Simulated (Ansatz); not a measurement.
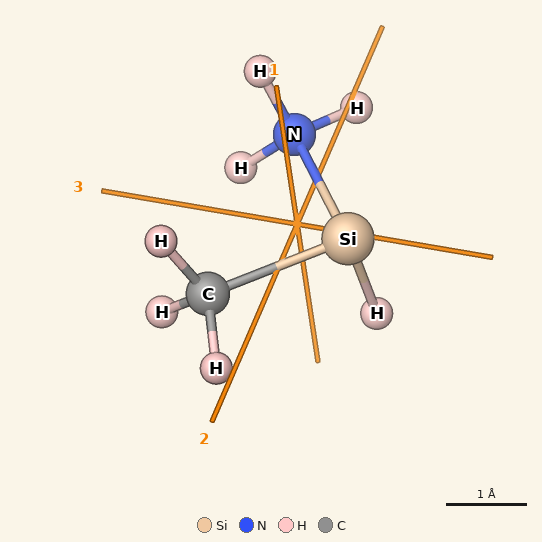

The three principal axes of inertia are drawn and numbered. Depth is shown by fading: the farther an atom, the more it takes the colour of the background. The computed structure is the end point of a PBE0-D4/def2-TZVP optimisation. Masses are those of the most abundant isotopes; constants are for the rigid equilibrium geometry.

Which line is the a axis (least moment of inertia), which b and which c?

a is line 2, b is line 3, c is line 1; the moments are 37.7, 77.7, 105 u Å².

What kind of rotor is it, and what are its rotational constants in GHz?

An asymmetric top (C1): A = 13.4, B = 6.50, C = 4.81 GHz. Ray's parameter κ is −0.61, nearer the prolate limit.
